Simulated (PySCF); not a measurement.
# Run report: N, atomic calculation

- system: N, configuration 1s2 2s2 2p3, multiplicity 4.
- method: unrestricted TPSS, def2-TZVP, non-relativistic, point nucleus (PySCF)

## Input file
```python
from pyscf import gto, scf, dft, mp, cc
import basis_set_exchange as bse
mol = gto.M(atom="N 0 0 0", charge=0, spin=3, symmetry="D2h",
            basis=gto.basis.parse(bse.get_basis("def2-TZVP", elements=["N"], fmt="nwchem", header=False)))
mf = dft.UKS(mol, xc="TPSS")
mf.irrep_nelec = {'Ag': (2, 2), 'B1u': (1, 0), 'B2u': (1, 0), 'B3u': (1, 0)}
mf.kernel()
```

The script is an equivalent of what the driver set up; the driver started from orbitals of its own, so the log can be shorter than this script's would be, and it computed the properties (radii, ⟨L²⟩, response) afterwards. It also set what the script leaves out: ang = 26. It held the occupations shell by shell, which the script's counts by irreducible representation don't always enforce.

The run was one of a batch that the task file lists, launched with:
```bash
OMP_NUM_THREADS=1 python <driver script> TASK.json OUT
```

## Output (extracts)
```
damping factor = 0
level_shift factor = 0
DIIS = <class 'pyscf.scf.diis.CDIIS'>
diis_start_cycle = 1
diis_space = 10
diis_damp = 0
SCF conv_tol = 1e-09
SCF conv_tol_grad = None
number electrons alpha = 5  beta = 2
XC functionals = TPSS
    J. Tao, J. P. Perdew, V. N. Staroverov, and G. E. Scuseria.,  Phys. Rev. Lett. 91, 146401 (2003)
    J. P. Perdew, J. Tao, V. N. Staroverov, and G. E. Scuseria.,  J. Chem. Phys. 120, 6898 (2004)
    J. Tao, J. P. Perdew, V. N. Staroverov, and G. E. Scuseria.,  Phys. Rev. Lett. 91, 146401 (2003)
    J. P. Perdew, J. Tao, V. N. Staroverov, and G. E. Scuseria.,  J. Chem. Phys. 120, 6898 (2004)
cycle= 1 E= -54.6129282587278  delta_E= -0.00245  |g|= 0.00405  |ddm|= 0.0974
cycle= 2 E= -54.6129331192815  delta_E= -4.86e-06  |g|= 0.000813  |ddm|= 0.00365
cycle= 3 E= -54.6129332891591  delta_E= -1.7e-07  |g|= 0.000629  |ddm|= 0.00119
cycle= 4 E= -54.6129334735994  delta_E= -1.84e-07  |g|= 1.93e-05  |ddm|= 0.000481
cycle= 5 E= -54.612933473757  delta_E= -1.58e-10  |g|= 3.54e-07  |ddm|= 2.14e-05
converged SCF energy = -54.612933473757  <S^2> = 3.7534085  2S+1 = 4.0017039
```

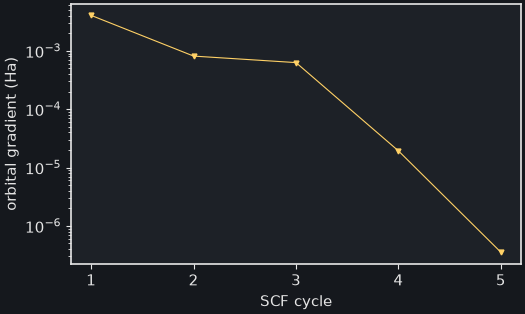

Fig. 1: Convergence: orbital gradient against the SCF cycle. The residual falls at every step. It goes from 0.0040 to 3.5×10⁻⁷ in 5 steps.

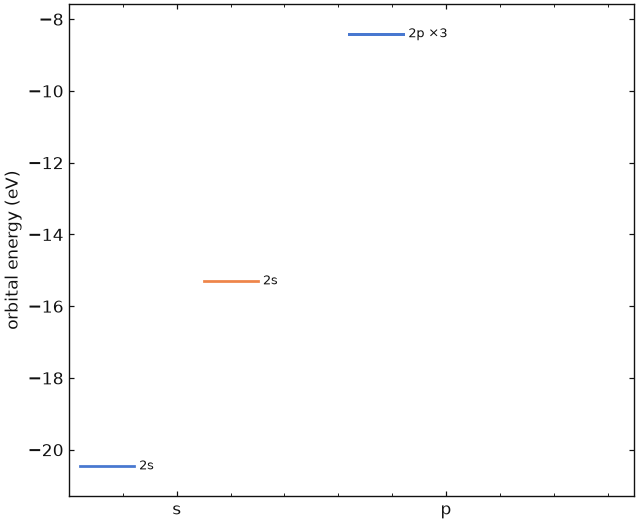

Fig. 2: Orbital energies of the mean field, from the top down to −20.5 eV, by angular momentum, α spin at the left of each column and β at the right; ×n counts the orbitals under one label. The highest filled orbital is 2p α at −8.41 eV, the lowest empty one p β at −3.57 eV.

## Outcome

- outcome: converged
- total energy: −54.612933 hartree
- kinetic energy: 54.456821 hartree
- ⟨S²⟩: 3.753
- SCF iterations: 5
- hardware: 1 thread of Arm Neoverse N1, 40 GiB of memory available, shared host

## What is odd here

This input holds a deliberate oddity: angular grid far too coarse. The program ran to the end. The state is spherical (⟨L²⟩ = 0), so a coarse angular grid should matter little or not at all here.
